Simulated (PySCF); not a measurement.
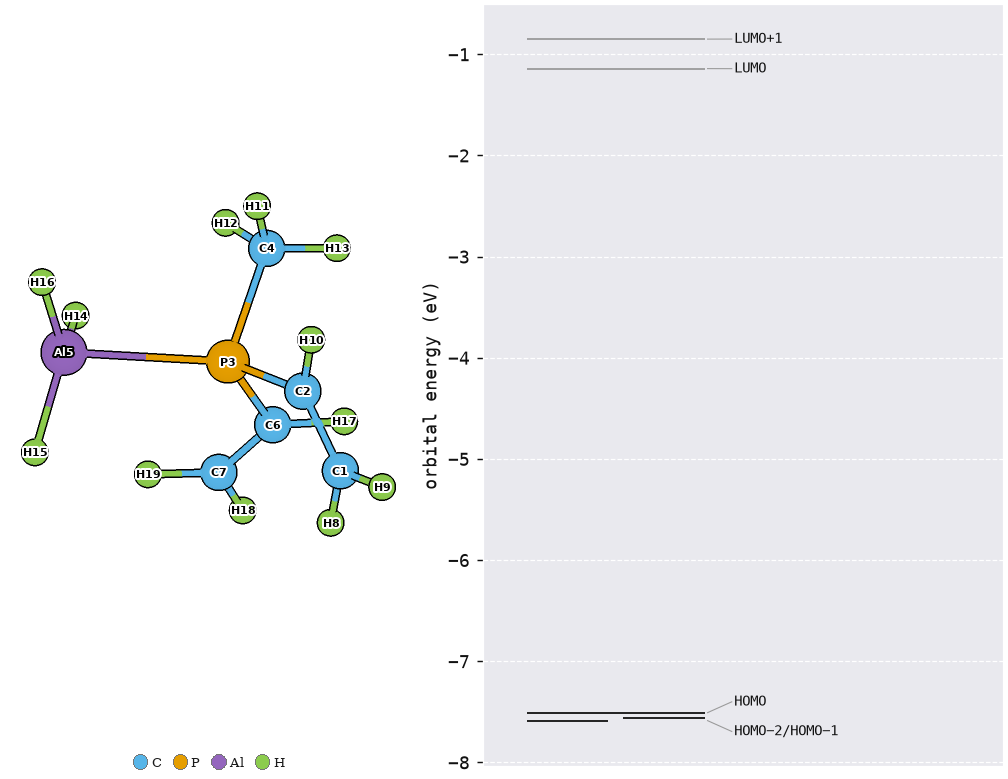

C₅H₁₂AlP, SMILES C=C[P+](C)([AlH3-])C=C, singlet. Kohn-Sham orbital energies near the frontier, PBE0/def2-SVPD in PySCF, at a GFN2-xTB geometry (no frequency check), isolated molecule; empty levels in grey, levels within 0.03 eV side by side.

Where do the frontier orbitals lie?

HOMO at −7.51 eV, LUMO at −1.14 eV, 6.37 eV apart.

On which atoms do HOMO and LUMO mostly sit?

HOMO: Al5 33 %, H16 30 %, H14 15 %. LUMO: C1 28 %, C2 26 %, P3 12 % (Löwdin shares).

Caveats: the tight-binding geometry is rougher than a DFT one and adds to the error; one conformer of a flexible molecule; empty levels above zero depend strongly on the basis.
